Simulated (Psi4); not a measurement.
# C2H4B (SMILES B[C]=C): UCCSD(T)/6-31G(d) (density fitting with cc-pvtz-jkfit, spherical functions, sweep point 4)

What is the vertical doublet–quartet gap of C2H4B at UCCSD(T)/6-31G* (density fitting with cc-pvtz-jkfit, spherical functions, sweep point 4)? 

The results are computed with Psi4 1.11.

**1. The system as given**

C2H4B: 7 atoms, total charge 0, spin state doublet. SMILES: `B[C]=C`. Geometry: relaxed at GFN2-xTB. This is one conformer, not always the lowest.

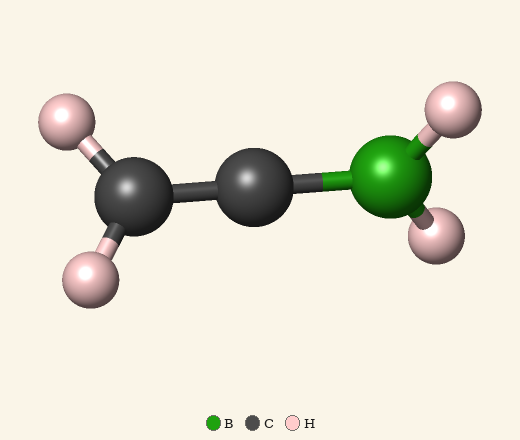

The structure, seen from a chosen angle (boron green, carbon dark grey, hydrogen pink).

**2. A single-point energy at UCCSD(T)/6-31G(d) (density fitting with cc-pvtz-jkfit, spherical functions, sweep point 4)**

input.dat reads:

```
memory 1.6 GB

molecule molecule1 {
  0 2
  B     -1.075830     0.425360    -0.773780
  C      0.057000    -0.020470     0.039540
  C      1.051750    -0.415380     0.756660
  H     -2.062370    -0.207830    -0.792290
  H     -0.989160     1.411380    -1.402080
  H      1.668510    -1.268180     0.495290
  H      1.350100     0.075110     1.676660
  symmetry c1
}

set basis 6-31G*
set reference uhf
set puream true
set scf_type df
set num_frozen_docc 3
set df_basis_scf cc-pvtz-jkfit
set maxiter 150

energy_value, wavefunction = energy('ccsd(t)', return_wfn=True)
```

Run with:

```console
$ psi4 -i input.dat -o output.dat -n 1
```

output.dat:

```text
[...]
  Running in c1 symmetry.
[...]
  Nuclear repulsion =   51.996406147714772
[...]
  Multiplicity = 2
[...]
  Nalpha       = 11
  Nbeta        = 10
[...]
    Number of basis functions: 50
[...]
   @DF-UHF iter   1:  -102.59708660101911   -9.84942e-01   4.64084e-03 ADIIS/DIIS
[...]
   @DF-UHF iter  19:  -102.66061884995889   -1.22213e-12   3.86578e-09 DIIS
[...]
   @S^2 Observed:                8.660770302E-01
[...]
    Orbital Energies [Eh]
    ---------------------
    Alpha Occupied:
       1A    -11.254935     2A    -11.229237     3A     -7.588874
       4A     -1.060016     5A     -0.828310     6A     -0.679977
       7A     -0.621206     8A     -0.556555     9A     -0.526110
      10A     -0.394744    11A     -0.365310
    Alpha Virtual:
      12A      0.128263    13A      0.185219    14A      0.272813
      15A      0.317466    16A      0.348221    17A      0.349557
      18A      0.437499    19A      0.480191    20A      0.580199
      21A      0.592521    22A      0.633607    23A      0.643357
      24A      0.818627    25A      0.840211    26A      0.893441
[...]
  @DF-UHF Final Energy:  -102.66061884995889
   => Energetics <=
    Nuclear Repulsion Energy =             51.9964061477147723
    One-Electron Energy =                -239.6450989295468617
    Two-Electron Energy =                  84.9880739318732026
    Total Energy =                       -102.6606188499588939
  UHF NO Occupations:
  HONO-2 :    9  A 1.9972179
  HONO-1 :   10  A 1.9460441
[...]
 Multipole Moments:
 ------------------------------------------------------------------------------------
     Multipole            Electronic (a.u.)      Nuclear  (a.u.)        Total (a.u.)
 ------------------------------------------------------------------------------------
 L = 1.  Multiply by 2.5417464519 to convert [e a0] to [Debye]
 Dipole X            :         -0.5509151            0.8928541            0.3419390
 Dipole Y            :          0.2223170           -0.3573804           -0.1350634
 Dipole Z            :         -0.3979492            0.6443451            0.2463959
 Magnitude           :                                                    0.4425780
[...]
      * MP2 total energy                      = -102.950779849052935
[...]
      * CCSD total energy                     = -102.994566988164351
[...]
      * CCSD(T) total energy                     = -103.006057469917423
[...]
```

It took 11 s on 1 thread of Intel Xeon Platinum 8488C (Sapphire Rapids), shared host; peak memory 0.23 GiB.

**3. The quartet**

job.dat reads:

```
memory 1.6 GB

molecule m {
  0 4
  B     -1.075830     0.425360    -0.773780
  C      0.057000    -0.020470     0.039540
  C      1.051750    -0.415380     0.756660
  H     -2.062370    -0.207830    -0.792290
  H     -0.989160     1.411380    -1.402080
  H      1.668510    -1.268180     0.495290
  H      1.350100     0.075110     1.676660
  symmetry c1
}

set {
  basis           6-31G*
  reference       uhf
  puream          true
  scf_type        df
  num_frozen_docc 3
  df_basis_scf    cc-pvtz-jkfit
  maxiter         150
}

energy('ccsd(t)')
```

Run with:

```console
$ psi4 -i job.dat -o job.out -n 1
```

job.out:

```text
[...]
  Running in c1 symmetry.
[...]
  Nuclear repulsion =   51.996406147714772
[...]
  Multiplicity = 4
[...]
  Nalpha       = 12
  Nbeta        = 9
[...]
    Number of basis functions: 50
[...]
   @DF-UHF iter   1:  -102.40051500684092   -7.88371e-01   5.31237e-03 DIIS/ADIIS
[...]
   @DF-UHF iter  16:  -102.52533701369211   -5.22959e-12   5.46204e-09 DIIS
[...]
   @S^2 Observed:                3.771547474E+00
[...]
    Orbital Energies [Eh]
    ---------------------
    Alpha Occupied:
       1A    -11.244003     2A    -11.238524     3A     -7.578714
       4A     -1.122910     5A     -0.856393     6A     -0.693578
       7A     -0.644364     8A     -0.583256     9A     -0.557407
      10A     -0.479731    11A     -0.379012    12A     -0.237858
    Alpha Virtual:
      13A      0.145543    14A      0.253222    15A      0.323166
      16A      0.337269    17A      0.350071    18A      0.425423
      19A      0.463516    20A      0.570136    21A      0.589052
      22A      0.639814    23A      0.642516    24A      0.743256
      25A      0.813387    26A      0.854781    27A      0.929801
[...]
  @DF-UHF Final Energy:  -102.52533701369211
   => Energetics <=
    Nuclear Repulsion Energy =             51.9964061477147723
    One-Electron Energy =                -239.4591303281778778
    Two-Electron Energy =                  84.9373871667710034
    Total Energy =                       -102.5253370136921092
  UHF NO Occupations:
  HONO-2 :   10  A 1.0000000
  HONO-1 :   11  A 1.0000000
[...]
 Multipole Moments:
 ------------------------------------------------------------------------------------
     Multipole            Electronic (a.u.)      Nuclear  (a.u.)        Total (a.u.)
 ------------------------------------------------------------------------------------
 L = 1.  Multiply by 2.5417464519 to convert [e a0] to [Debye]
 Dipole X            :         -0.3852242            0.8928541            0.5076299
 Dipole Y            :          0.1570283           -0.3573804           -0.2003521
 Dipole Z            :         -0.2789443            0.6443451            0.3654007
 Magnitude           :                                                    0.6567700
[...]
      * MP2 total energy                      = -102.778507145528351
[...]
      * CCSD total energy                     = -102.823205589793659
[...]
      * CCSD(T) total energy                     = -102.830844434262545
[...]
```

Wall time 10 s (1 thread of Intel Xeon Platinum 8488C (Sapphire Rapids), shared host); peak memory 0.23 GiB.

**4. Summary of results**

Level: UCCSD(T)/6-31G* (density fitting with cc-pvtz-jkfit, spherical functions, sweep point 4), 3 core orbitals frozen.

```
                                                           quantity          value
                                              doublet: total energy  -103.00606 Eh
doublet: HOMO energy (Hartree–Fock orbitals) (highest over α and β)       -9.94 eV
 doublet: LUMO energy (Hartree–Fock orbitals) (lowest over α and β)        1.34 eV
               doublet: correlation energy (3 core orbitals frozen)     -345.4 mEh
                                            doublet: (T) correction     -11.49 mEh
                         doublet: ⟨S²⟩ of the reference determinant          0.866
                                             doublet: T1 diagnostic          0.048
                                              quartet: total energy  -102.83084 Eh
quartet: HOMO energy (Hartree–Fock orbitals) (highest over α and β)       -6.47 eV
 quartet: LUMO energy (Hartree–Fock orbitals) (lowest over α and β)        0.98 eV
               quartet: correlation energy (3 core orbitals frozen)     -305.5 mEh
                                            quartet: (T) correction      -7.64 mEh
                         quartet: ⟨S²⟩ of the reference determinant          3.772
                                             quartet: T1 diagnostic          0.036
                   vertical energy of the quartet above the doublet       4.768 eV
```

What this shows: At this shape the quartet lies 4.77 eV (110 kcal/mol) above the doublet. ⟨S²⟩ (doublet) is 0.87 where a pure doublet has 0.75: the reference is spin-contaminated. The T1 diagnostic (doublet) of 0.048 is above the customary mark for such species, so a single reference may not serve. The triples (doublet) make up 3.3 % of the correlation energy. The triples (quartet) make up 2.5 % of the correlation energy.
